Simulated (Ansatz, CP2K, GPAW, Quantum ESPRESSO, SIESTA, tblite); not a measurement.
**Other levels on twisted graphene monolayer on bilayer, 77.90° (186 atoms)**

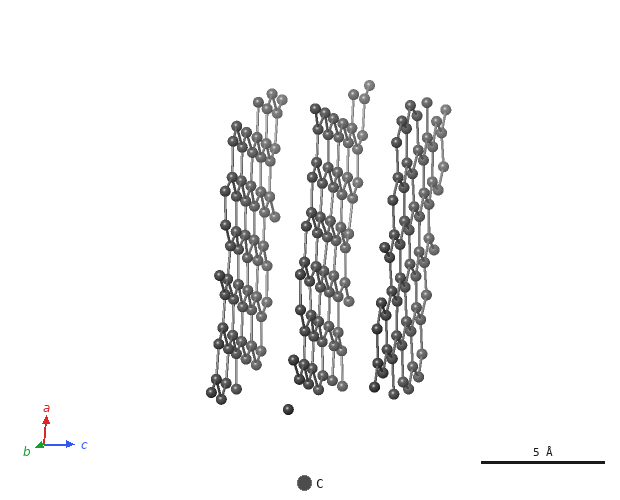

The cell (carbon dark grey). Bonds to atoms that aren't drawn are left out. Some periodic images of atoms are drawn too.

The cell holds 186 atoms: 186 C. Cell: a = 13.697 Å, b = 13.697 Å, c = 20.690 Å, α = 90.0°, β = 90.0°, γ = 120.0°. It derives from C (graphene). Graphene (a = 2.46 Å) under graphene (a = 2.46 Å), monolayer on bilayer, commensurate cell of 31 unit cells a layer, twist 77.90 deg; facing planes 3.32, 3.37 Å apart as built; 14 Å of vacuum; minimised with a classical potential. Then every atom was moved at random, 0.03 Å r.m.s. a Cartesian component. Regions: layer 1, 62 atoms (62 C); layer 2, 62 atoms (62 C); layer 3, 62 atoms (62 C). Vacuum lies along c.

Geometry: as built.

The reference, a calculation:

```
method                 : Kohn-Sham DFT, PBE, SSSP efficiency 1.3.0 pseudopotentials, plane waves (Quantum ESPRESSO 7.5); sssp-pbe-1.3.0-efficiency, cutoffs 45/360 Ry, Γ point
r.m.s. force component : 1.866 eV/Å
longest force          : 11.4 eV/Å
time                   : 18 min on 4 MPI ranks of Arm Neoverse V1, shared host
CPU time               : 72 min
```

**Question.** The same geometry is run in other programs. How far does each lie from the reference, and what does it cost?
- SIESTA PBE, DZ, shift 0.01 Ry, mesh 300 Ry (SIESTA 5.4.2; 2 MPI ranks)
- SIESTA PBE, DZP, shift 0.01 Ry, mesh 300 Ry (SIESTA 5.4.2; 4 MPI ranks)
- tblite GFN1-xTB (tblite 0.8.0; 1 thread)
- SIESTA PBE, SZ, shift 0.01 Ry, mesh 300 Ry (SIESTA 5.4.2; 1 thread)
- GPAW PBE, LCAO dzp, h 0.2 Å (GPAW 26.7.0; 4 MPI ranks)
- CP2K PBE, TZVP-UZH, 450/50 Ry, diagonalisation (CP2K 2026.2; 4 MPI ranks)
- GPAW PBE, LCAO sz(dzp), h 0.2 Å (GPAW 26.7.0; 1 thread)
- GPAW PBE, LCAO szp(dzp), h 0.2 Å (GPAW 26.7.0; 2 MPI ranks)
- GPAW PBE, LCAO dzp, h 0.2 Å, other mixer settings (GPAW 26.7.0; 4 MPI ranks)
- CP2K PBE, DZVP-MOLOPT-SR, 450/50 Ry, diagonalisation (CP2K 2026.2; 4 MPI ranks)

Differences are against the plane-wave reference, forces as r.m.s. over components; share is that over the reference's r.m.s. force, slope the least-squares factor from reference forces to these. Total energies of different programs have different zeros and aren't compared.

| run | Δ force, r.m.s. (meV/Å) | share (%) | slope | cores | CPU time | memory (GiB) |
| --- | --- | --- | --- | --- | --- | --- |
| reference | - | - | - | 4 | 72 min | 14 |
| SIESTA PBE, DZ, shift 0.01 Ry, mesh 300 Ry (coarse) | 298 | 15.9 | 1.150 | 2 | 2.6 min | 1.3 |
| SIESTA PBE, DZP, shift 0.01 Ry, mesh 300 Ry | 229 | 12.3 | 1.107 | 4 | 8.5 min | 2.5 |
| tblite GFN1-xTB | 121 | 6.46 | 0.958 | 1 | 5.7 s | 0.2 |
| SIESTA PBE, SZ, shift 0.01 Ry, mesh 300 Ry (coarse) | 721 | 38.6 | 1.329 | 1 | 85 s | 0.9 |
| GPAW PBE, LCAO dzp, h 0.2 Å | 128 | 6.88 | 1.058 | 4 | 9.2 min | 4.0 |
| CP2K PBE, TZVP-UZH, 450/50 Ry, diagonalisation | 26.2 | 1.40 | 1.012 | 4 | 20 min | 9.7 |
| GPAW PBE, LCAO sz(dzp), h 0.2 Å (coarse) | 574 | 30.8 | 1.255 | 1 | 69 s | 1.4 |
| GPAW PBE, LCAO szp(dzp), h 0.2 Å (coarse) | 241 | 12.9 | 1.061 | 2 | 3.4 min | 2.0 |
| GPAW PBE, LCAO dzp, h 0.2 Å, other mixer settings | 130 | 6.96 | 1.059 | 4 | 12 min | 4.0 |
| CP2K PBE, DZVP-MOLOPT-SR, 450/50 Ry, diagonalisation | 31.5 | 1.69 | 1.014 | 4 | 13 min | 8.8 |

Rows marked coarse were listed beforehand as settings not expected to be converged; some can still land near the reference.

CPU time is summed over cores on a shared host, where runs went side by side, so it is rough. Symmetry, cutoffs, thresholds, outputs and thread counts weren't matched or tuned between programs; memory under MPI is the largest rank's times the ranks.

The PBE runs in local orbitals, coarse settings apart, differ by 1.4 % (CP2K PBE, TZVP-UZH, 450/50 Ry, diagonalisation) to 12 % (SIESTA PBE, DZP, shift 0.01 Ry, mesh 300 Ry); basis, grid and potentials can all enter. Tight binding differs by 6.5 % (tblite GFN1-xTB); it is another model, with fitted parameters of its own, and the xTB methods hold dispersion. Runs with settings chosen to be coarse differ by 13 % (GPAW PBE, LCAO szp(dzp), h 0.2 Å) to 39 % (SIESTA PBE, SZ, shift 0.01 Ry, mesh 300 Ry), their programs' other errors included. Of the electronic-structure runs that take under half the reference's CPU time, CP2K PBE, TZVP-UZH, 450/50 Ry, diagonalisation comes nearest, at 1.4 % in 20 min against 72 min. Periodic xTB results under one method name differ between programs and library versions. The electronic-structure runs sample only Γ, in a cell whose shortest periodic width is 12 Å.

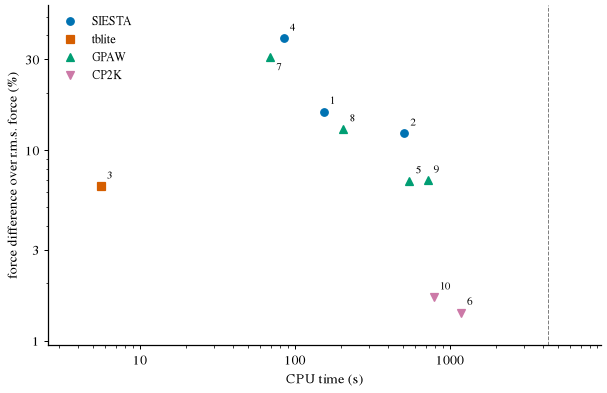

Force difference against CPU time; the dashed line marks the reference's time. Points: 1 SIESTA PBE, DZ, shift 0.01 Ry, mesh 300 Ry; 2 SIESTA PBE, DZP, shift 0.01 Ry, mesh 300 Ry; 3 tblite GFN1-xTB; 4 SIESTA PBE, SZ, shift 0.01 Ry, mesh 300 Ry; 5 GPAW PBE, LCAO dzp, h 0.2 Å; 6 CP2K PBE, TZVP-UZH, 450/50 Ry, diagonalisation; 7 GPAW PBE, LCAO sz(dzp), h 0.2 Å; 8 GPAW PBE, LCAO szp(dzp), h 0.2 Å; 9 GPAW PBE, LCAO dzp, h 0.2 Å, other mixer settings; 10 CP2K PBE, DZVP-MOLOPT-SR, 450/50 Ry, diagonalisation.

[Logs are printed without paths, hosts, clocks, repeated set-up lines and the standing remarks that a program may print on its own settings, such as how far it seeks lower states.]

[Hosts, paths, dates, database ids (printed as entryN), source tags and the programs' standing remarks are cut or masked in the printed files.]
